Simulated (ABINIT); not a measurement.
# Li3TeF (Pm-3m): zone-centre phonons, part 2 of 2

Which modes does Li3TeF (Pm-3m) have at the zone centre?

ABINIT 10.8.3; DFT LDA, scalar-relativistic, plane waves, PseudoDojo norm-conserving pseudopotentials.

So far. Step 5 (Relaxing the cell and atoms): The volume changes by +0.2 % in this run and stands -29.8 % from the first cell. Step 6 (Self-consistent run for the response): The cell stands at -0.73 GPa: the relaxation ran with a smoothed and higher cutoff, and the difference is a stress of the finite basis. The relaxed cell has a = 5.015 Å (conventional setting).

The structure was built from a prototype and need not be the compound's stable phase.

## 8. Zone-centre response

The derivative of the wavefunctions by k comes first, since the response to a field is built on it; then the field and the displacements that symmetry doesn't supply are solved at q = 0.

It reads the wavefunctions written in step 6.

Contents of dfpt_gamma.abi:

```
ndtset 2

# common to the responses
getwfk_filepath "gso_WFK"
kptopt 2
nqpt 1
qpt 0.0 0.0 0.0
asr 0
chneut 0

# d/dk
rfelfd1 2
rfdir1 1 1 1
iscf1 -3
tolwfr1 1.0d-20

# displacements, field
rfphon2 1
rfatpol2 1 5
rfdir2 1 1 1
rfelfd2 3
getddk2 1
tolvrs2 1.0d-10
prtwf2 0

# basis, mesh and filling
ecut 34.0
ngkpt 4 4 4
nshiftk 1
shiftk 0.0 0.0 0.0
istwfk *1
occopt 1
nband 16
nstep 100
diemac 9.0
prtebands 0
prtgsr 0
useylm 1

# cell and atoms
acell 3*1.0 Angstrom
rprim 
    5.015219889 0.0 0.0
    0.0 5.015219889 0.0
    0.0 0.0 5.015219889
ntypat 3
znucl 9 52 3
natom 5
typat 1 2 3 3 3
xred 
    0.0 0.0 0.0
    0.5 0.5 0.5
    0.5 0.5 0.0
    0.5 0.0 0.5
    0.0 0.5 0.5
pp_dirpath "./pseudo"
pseudos "F.upf, Te.upf, Li.upf"
```

Run with:

```sh
$ OMP_NUM_THREADS=1 mpirun -n 4 abinit dfpt_gamma.abi > dfpt_gamma.log
```

Numbers of over 12 decimals in the logs are rounded to 6 here.

dfpt_gamma.abo, the main output file:

```text
[banners, grids, parts of the stress and lines that vanish by symmetry left out]
- input  file    -> dfpt_gamma.abi
- output file    -> dfpt_gamma.abo
- root for input  files -> dfpt_gammai
[...]
DATASET    1 : space group Pm -3 m (#221); Bravais cP (primitive cubic)
[...]
nfft =      125000          nkpt =          36
[...]
DATASET    2 : space group Pm -3 m (#221); Bravais cP (primitive cubic)
[...]
nfft =      125000          nkpt =          36
[...]
== DATASET  1 ==================================================================
[...]
cutoff_energies: {ecut:  34.0, pawecutdg:  -1.0, }
[...]
-  3.00000   3.00000  180309                  znucl, zion, pspdat
[...]
Perturbation : derivative vs k along direction   1
[...]
-ETOT  1  -23.687218019043     -2.369E+01 9.003E-02 0.000E+00
 ETOT  2  -23.756100305684     -6.888E-02 4.882E-03 0.000E+00
 ETOT  3  -23.758550318593     -2.450E-03 6.269E-04 0.000E+00
 ETOT  4  -23.758699291561     -1.490E-04 6.499E-05 0.000E+00
 ETOT  5  -23.758710712037     -1.142E-05 8.981E-06 0.000E+00
[...]
At SCF step   22   max residual=  9.98E-21 < tolwfr=  1.00E-20 =>converged.
[...]
Perturbation : derivative vs k along direction   2
[...]
-ETOT  1  -23.687026327304     -2.369E+01 9.003E-02 0.000E+00
[...]
At SCF step   22   max residual=  9.98E-21 < tolwfr=  1.00E-20 =>converged.
[...]
Perturbation : derivative vs k along direction   3
[...]
-ETOT  1  -23.687217852869     -2.369E+01 9.003E-02 0.000E+00
[...]
At SCF step   22   max residual=  9.98E-21 < tolwfr=  1.00E-20 =>converged.
[...]
1        1       0.7635169050   -0.0000000000
     1        2       0.0000000000    0.0000000000
     1        3       0.0000000000    0.0000000000
     2        1       0.0000000000    0.0000000000
     2        2       0.7635169050   -0.0000000000
     2        3       0.0000000000    0.0000000000
     3        1       0.0000000000    0.0000000000
     3        2       0.0000000000    0.0000000000
     3        3       0.7635169050    0.0000000000
[...]
== DATASET  2 ==================================================================
[...]
cutoff_energies: {ecut:  34.0, pawecutdg:  -1.0, }
[...]
Perturbation : displacement of atom   1   along direction   1
[...]
-ETOT  1   3.458238     -8.667E+03 1.230E+01 2.197E+03
[...]
At SCF step   12       vres2   =  4.10E-11 < tolvrs=  1.00E-10 =>converged.
[...]
Perturbation : displacement of atom   2   along direction   1
[...]
-ETOT  1   15.099623574896     -4.462E+04 6.145E+01 3.775E+03
[...]
At SCF step   12       vres2   =  1.19E-11 < tolvrs=  1.00E-10 =>converged.
[...]
Perturbation : displacement of atom   3   along direction   1
[...]
-ETOT  1  0.131105     -3.076E+03 3.723E+01 4.687E+02
[...]
At SCF step   13       vres2   =  1.18E-11 < tolvrs=  1.00E-10 =>converged.
[...]
Perturbation : displacement of atom   3   along direction   3
[...]
-ETOT  1   8.477537     -3.056E+03 3.415E+01 3.177E+03
[...]
At SCF step   11       vres2   =  1.98E-11 < tolvrs=  1.00E-10 =>converged.
[...]
Perturbation : homogeneous electric field along direction   1
[...]
-ETOT  1  -40.730464928519     -4.073E+01 8.386E-01 6.320E+04
[...]
ETOT 11  -54.979636453817     -4.209E-11 1.547E-11 1.079E-09
 ETOT 12  -54.979636453820     -3.219E-12 1.394E-12 2.578E-11
 At SCF step   12       vres2   =  2.58E-11 < tolvrs=  1.00E-10 =>converged.
[...]
Dielectric tensor, in cartesian coordinates,
[...]
1    7   1    7         2.8465588106        -0.0000000000
   1    7   2    7        -0.0000000000        -0.0000000000
   1    7   3    7        -0.0000000000        -0.0000000000
   2    7   1    7        -0.0000000000        -0.0000000000
   2    7   2    7         2.8465588106        -0.0000000000
   2    7   3    7        -0.0000000000        -0.0000000000
   3    7   1    7        -0.0000000000        -0.0000000000
   3    7   2    7        -0.0000000000        -0.0000000000
   3    7   3    7         2.8465588106        -0.0000000000
  Effective charges, in cartesian coordinates,
[...]
1    1   1    7        -1.4544312259         0.0000000000
   2    1   1    7         0.0000000000         0.0000000000
   3    1   1    7         0.0000000000         0.0000000000
   1    2   1    7        -1.2520573061         0.0000000000
   2    2   1    7         0.0000000000         0.0000000000
[...]
Effective charges, in cartesian coordinates,
[...]
2    7   1    5         0.0000000000         0.0000000000
   3    7   1    5         0.0000000000         0.0000000000
   1    7   2    5         0.0000000000         0.0000000000
   2    7   2    5         0.6830067677         0.0000000000
   3    7   2    5         0.0000000000         0.0000000000
   1    7   3    5         0.0000000000         0.0000000000
   2    7   3    5         0.0000000000         0.0000000000
   3    7   3    5         0.6830067677         0.0000000000
  Phonon wavevector (reduced coordinates) :  0.00000  0.00000  0.00000
 Phonon energies in Hartree :
[...]
Phonon frequencies in cm-1    :
- -2.059844E+02 -2.059844E+02 -2.059844E+02 -1.804267E+02 -1.804267E+02
- -1.804267E+02  2.221128E+00  2.221128E+00  2.221128E+00  7.895593E+01
-  7.895593E+01  7.895593E+01  5.585849E+02  5.585849E+02  5.585849E+02
  Phonon at Gamma, with non-analyticity in the
[...]
Phonon energies in Hartree :
[...]
Phonon frequencies in cm-1    :
- -2.059844E+02 -2.059844E+02 -1.804267E+02 -1.804267E+02 -1.804267E+02
- -1.085421E+02  2.221128E+00  2.221128E+00  2.221213E+00  7.895593E+01
-  7.895593E+01  8.414709E+01  5.585849E+02  5.585849E+02  5.927809E+02
  Phonon at Gamma, with non-analyticity in the
[...]
Phonon energies in Hartree :
[...]
Phonon frequencies in cm-1    :
- -2.059844E+02 -2.059844E+02 -1.804267E+02 -1.804267E+02 -1.804267E+02
- -1.085421E+02  2.221128E+00  2.221128E+00  2.221213E+00  7.895593E+01
-  7.895593E+01  8.414709E+01  5.585849E+02  5.585849E+02  5.927809E+02
  Phonon at Gamma, with non-analyticity in the
[...]
Phonon energies in Hartree :
[...]
Phonon frequencies in cm-1    :
- -2.059844E+02 -2.059844E+02 -1.804267E+02 -1.804267E+02 -1.804267E+02
- -1.085421E+02  2.221128E+00  2.221128E+00  2.221213E+00  7.895593E+01
-  7.895593E+01  8.414709E+01  5.585849E+02  5.585849E+02  5.927809E+02
[...]
fcart2     0.0000000000E+00  0.0000000000E+00  0.0000000000E+00
           strten2     0.0000000000E+00  0.0000000000E+00  0.0000000000E+00
================================================================================
```

Elapsed: 13 min, on 4 MPI ranks of Intel Xeon at 2.50GHz (Skylake/Cascade Lake), shared host; 53 min of CPU time.

Read from the output:

```
miss of the charge sum rule                                       : 5.65e-4 e
largest acoustic frequency at the zone centre before the sum rule : 2.22 cm⁻¹
highest optical zone-centre mode (no LO-TO term)                  : 558.6 cm⁻¹
lowest optical zone-centre mode                                   : -206.0 cm⁻¹
mean high-frequency dielectric constant                           : 2.847
largest Born charge in size (third of the trace)                  : 1.454 e
```

Born charge (rows field, columns displacement), before the sum rule (e), principal values of the symmetric part by kind of site:

| atom | atoms with these values | low | middle | high | mean |
| --- | --- | --- | --- | --- | --- |
| F1 | 1 | -1.45 | -1.45 | -1.45 | -1.45 |
| Te2 | 1 | -1.25 | -1.25 | -1.25 | -1.25 |
| Li3 | 3 | 0.68 | 0.68 | 1.34 | 0.90 |

In full for Te2:

```
-1.25  0.00  0.00
 0.00 -1.25  0.00
 0.00  0.00 -1.25
```

High-frequency dielectric tensor:

```
2.85 0.00 0.00
0.00 2.85 0.00
0.00 0.00 2.85
```

The acoustic modes at Γ come out as far as 2.2 cm⁻¹ from zero, where they should vanish, a small numerical error; the Born charges miss their sum rule by 5.7e-4 e, which is good. The lowest optical mode is imaginary, 206i cm⁻¹, an instability at this level and on this k mesh.

## 9. Modes with the sum rule

anaddb reads the merged derivatives, imposes the acoustic sum rule and charge neutrality, and adds the LO-TO term along chosen directions.

Contents of anaddb.abi:

```
ddb_filepath "gamma_DDB"
output_file "anaddb.abo"
outdata_prefix "anaddb"
asr 1
chneut 1
enunit 2
eivec 1
nph1l 1
qph1l 0.0 0.0 0.0 1.0
dieflag 2
nph2l 3
qph2l 
    1.0 0.0 0.0 0.0
    0.0 0.0 1.0 0.0
    1.0 1.0 1.0 0.0
```

Contents of mrgddb.in:

```
gamma_DDB
merged
2
dfpt_gammao_DS2_DDB
gso_DDB
```

Run with:

```sh
$ mrgddb < mrgddb.in > mrgddb.log
$ OMP_NUM_THREADS=1 anaddb anaddb.abi > anaddb.log
```

anaddb.abo, the main output file:

```text
[banners, grids, parts of the stress and lines that vanish by symmetry left out]
-outvars_anaddb: echo values of input variables ----------------------

 Flags :
[...]
Dielectric Tensor and Effective Charges
[...]
Effective charge tensors after
[...]
Phonon wavevector (reduced coordinates) :  0.00000  0.00000  0.00000
 Phonon energies in Hartree :
[...]
Phonon energies in meV     :
- -2.554245E+01 -2.554245E+01 -2.554245E+01 -2.237005E+01 -2.237005E+01
- -2.237005E+01  0.000000E+00  0.000000E+00  0.000000E+00  9.773157E+00
-  9.773157E+00  9.773157E+00  6.925570E+01  6.925570E+01  6.925570E+01
 Phonon frequencies in cm-1    :
- -2.060138E+02 -2.060138E+02 -2.060138E+02 -1.804266E+02 -1.804266E+02
- -1.804266E+02  0.000000E+00  0.000000E+00  0.000000E+00  7.882583E+01
-  7.882583E+01  7.882583E+01  5.585849E+02  5.585849E+02  5.585849E+02
 Phonon frequencies in Thz     :
- -6.176137E+00 -6.176137E+00 -6.176137E+00 -5.409054E+00 -5.409054E+00
- -5.409054E+00  0.000000E+00  0.000000E+00  0.000000E+00  2.363139E+00
-  2.363139E+00  2.363139E+00  1.674595E+01  1.674595E+01  1.674595E+01
 Phonon energies in Kelvin  :
- -2.964078E+02 -2.964078E+02 -2.964078E+02 -2.595937E+02 -2.595937E+02
- -2.595937E+02  0.000000E+00  0.000000E+00  0.000000E+00  1.134128E+02
-  1.134128E+02  1.134128E+02  8.036791E+02  8.036791E+02  8.036791E+02
[...]
-  1  0.00000000E+00  0.00000000E+00  3.09066082E-03
-     0.00000000E+00  0.00000000E+00  0.00000000E+00
-  2  0.00000000E+00  0.00000000E+00  1.03908253E-04
-     0.00000000E+00  0.00000000E+00  0.00000000E+00
-  3  0.00000000E+00  0.00000000E+00 -1.05274831E-04
-     0.00000000E+00  0.00000000E+00  0.00000000E+00
-  4  0.00000000E+00  0.00000000E+00 -5.13223108E-03
-     0.00000000E+00  0.00000000E+00  0.00000000E+00
-  5  0.00000000E+00  0.00000000E+00 -5.13223108E-03
-     0.00000000E+00  0.00000000E+00  0.00000000E+00
[...]
-  1  0.00000000E+00  3.09066082E-03  0.00000000E+00
-     0.00000000E+00  0.00000000E+00  0.00000000E+00
-  2  0.00000000E+00  1.03908253E-04  0.00000000E+00
-     0.00000000E+00  0.00000000E+00  0.00000000E+00
-  3  0.00000000E+00 -5.13223108E-03  0.00000000E+00
-     0.00000000E+00  0.00000000E+00  0.00000000E+00
-  4  0.00000000E+00 -1.05274831E-04  0.00000000E+00
-     0.00000000E+00  0.00000000E+00  0.00000000E+00
-  5  0.00000000E+00 -5.13223108E-03  0.00000000E+00
-     0.00000000E+00  0.00000000E+00  0.00000000E+00
[...]
-  1  3.09066082E-03  0.00000000E+00  0.00000000E+00
-     0.00000000E+00  0.00000000E+00  0.00000000E+00
-  2  1.03908253E-04  0.00000000E+00  0.00000000E+00
-     0.00000000E+00  0.00000000E+00  0.00000000E+00
-  3 -5.13223108E-03  0.00000000E+00  0.00000000E+00
-     0.00000000E+00  0.00000000E+00  0.00000000E+00
-  4 -5.13223108E-03  0.00000000E+00  0.00000000E+00
-     0.00000000E+00  0.00000000E+00  0.00000000E+00
[...]
Phonon at Gamma, with non-analyticity in the
[...]
Phonon energies in Hartree :
[...]
Phonon energies in meV     :
- -2.554245E+01 -2.554245E+01 -2.237005E+01 -2.237005E+01 -2.237005E+01
- -1.346407E+01  0.000000E+00  0.000000E+00  0.000000E+00  9.773157E+00
[...]
Phonon frequencies in cm-1    :
[...]
Phonon frequencies in Thz     :
[...]
Phonon energies in Kelvin  :
[...]
- -1.562440E+02  0.000000E+00  0.000000E+00  0.000000E+00  1.134128E+02
-  1.134128E+02  1.208619E+02  8.036791E+02  8.036791E+02  8.528718E+02
[...]
-  5  0.00000000E+00  0.00000000E+00 -6.28628301E-03
-     0.00000000E+00  0.00000000E+00  0.00000000E+00
[...]
-  1  0.00000000E+00  0.00000000E+00  0.00000000E+00
-     0.00000000E+00  0.00000000E+00  0.00000000E+00
-  2  0.00000000E+00  0.00000000E+00  0.00000000E+00
-     0.00000000E+00  0.00000000E+00  0.00000000E+00
-  3  0.00000000E+00  6.28628301E-03  0.00000000E+00
-     0.00000000E+00  0.00000000E+00  0.00000000E+00
-  4  0.00000000E+00  0.00000000E+00  0.00000000E+00
-     0.00000000E+00  0.00000000E+00  0.00000000E+00
-  5  0.00000000E+00 -6.28628301E-03  0.00000000E+00
-     0.00000000E+00  0.00000000E+00  0.00000000E+00
[...]
Phonon at Gamma, with non-analyticity in the
[...]
Phonon energies in Hartree :
[...]
Phonon energies in meV     :
- -2.554245E+01 -2.554245E+01 -2.237005E+01 -2.237005E+01 -2.237005E+01
- -1.346407E+01  0.000000E+00  0.000000E+00  0.000000E+00  9.773157E+00
-  9.773157E+00  1.041508E+01  6.925570E+01  6.925570E+01  7.349480E+01
 Phonon frequencies in cm-1    :
- -2.060138E+02 -2.060138E+02 -1.804266E+02 -1.804266E+02 -1.804266E+02
[...]
Phonon frequencies in Thz     :
[...]
Phonon energies in Kelvin  :
[...]
Phonon at Gamma, with non-analyticity in the
[...]
Phonon energies in Hartree :
[...]
Phonon energies in meV     :
[...]
Phonon frequencies in cm-1    :
[...]
Phonon frequencies in Thz     :
[...]
Phonon energies in Kelvin  :
[...]
- -1.562440E+02  0.000000E+00  0.000000E+00  0.000000E+00  1.134128E+02
-  1.134128E+02  1.208619E+02  8.036791E+02  8.036791E+02  8.528718E+02
[...]
-  4  1.83735233E-04  4.58478564E-03 -6.29838340E-05
-     0.00000000E+00  0.00000000E+00  0.00000000E+00
-  5 -6.97620618E-03 -1.20751399E-04 -6.29838340E-05
-     0.00000000E+00  0.00000000E+00  0.00000000E+00
[...]
;  5 -4.99892955E-03 -1.37908839E-04 -1.37908839E-04
;     0.00000000E+00  0.00000000E+00  0.00000000E+00
-
```

It took 0.8 s on 1 thread.

Read from the output:

| Quantity | Value |
| --- | --- |
| highest mode moved by the LO-TO term | 592.8 cm⁻¹ |

No LO-TO term; unit eigenvectors of the mass-weighted matrix, from anaddb's displacements. The modes at Γ (shares of kinetic energy by element, %) (negative means imaginary):

| mode | frequency (cm⁻¹) | symmetry | F % | Te % | Li % |
| --- | --- | --- | --- | --- | --- |
| 1 | -206.0 | T1u | 33 | 0 | 67 |
| 2 | -206.0 | T1u | 33 | 0 | 67 |
| 3 | -206.0 | T1u | 33 | 0 | 67 |
| 4 | -180.4 | T2u | 0 | 0 | 100 |
| 5 | -180.4 | T2u | 0 | 0 | 100 |
| 6 | -180.4 | T2u | 0 | 0 | 100 |
| 7 | 0.0 | acoustic | 11 | 76 | 12 |
| 8 | 0.0 | acoustic | 11 | 76 | 12 |
| 9 | 0.0 | acoustic | 11 | 76 | 12 |
| 10 | 78.8 | T1u | 56 | 19 | 25 |
| 11 | 78.8 | T1u | 56 | 19 | 25 |
| 12 | 78.8 | T1u | 56 | 19 | 25 |
| 13 | 558.6 | T1u | 0 | 4 | 96 |
| 14 | 558.6 | T1u | 0 | 4 | 96 |
| 15 | 558.6 | T1u | 0 | 4 | 96 |

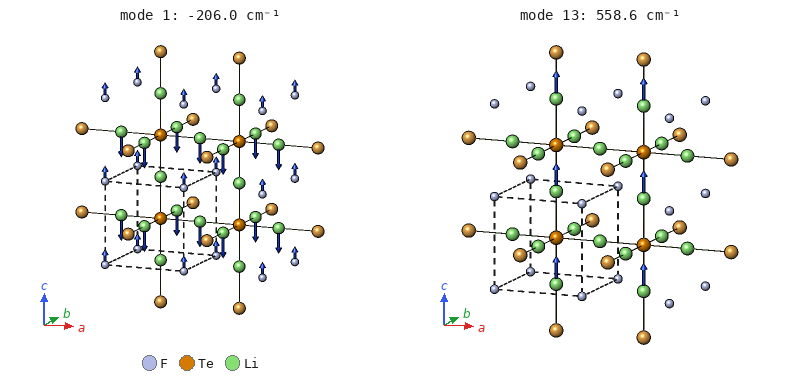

Displacement patterns of modes 1 and 13 at Γ; arrows are exaggerated. 2×1×2 cells are drawn. Some periodic images of atoms are drawn too.

With imaginary modes the relaxed-ion tensors have no meaning and are not tabulated.

The rule moves no optical mode by more than 0.2 cm⁻¹.

## 10. Outcome

```json
{"space group after relaxation": "Pm-3m", "volume per atom": "25.2 Å³", "highest optical zone-centre mode (no LO-TO term)": "558.6 cm⁻¹", "lowest optical zone-centre mode": "-206.0 cm⁻¹", "highest mode moved by the LO-TO term": "592.8 cm⁻¹", "mean high-frequency dielectric constant": "2.85", "largest Born charge in size (third of the trace)": "1.45 e", "imaginary optical modes at the zone centre (no q mesh in this session)": "yes"}
```

What this shows: At the LDA level the optical modes of Li3TeF (Pm-3m) at the zone centre (no LO-TO term) run from 206i to 559 cm⁻¹, so the structure is a saddle point, with 6 modes beyond 10i cm⁻¹ there. The base run prints -0.73 GPa, mostly the error of a finite basis; the relaxation, with a smoothed and higher cutoff, had brought the cell to rest. Along the directions run, the highest mode that the macroscopic field moves lies at 593 cm⁻¹. These are harmonic frequencies at zero temperature: anharmonic shifts and linewidths and thermal expansion are left out. Spin-orbit coupling is left out, which can matter for the heavy elements here. The structure is a hypothetical one, built on a prototype.

[Host names and launcher messages were left out of these logs when they were recorded.]

[Logs are printed without paths, hosts, clocks, repeated set-up lines and the standing remarks that a program may print on its own settings, such as how far it seeks lower states.]

[Hosts, paths, dates, database ids (printed as entryN), source tags and the programs' standing remarks are cut or masked in the printed files.]
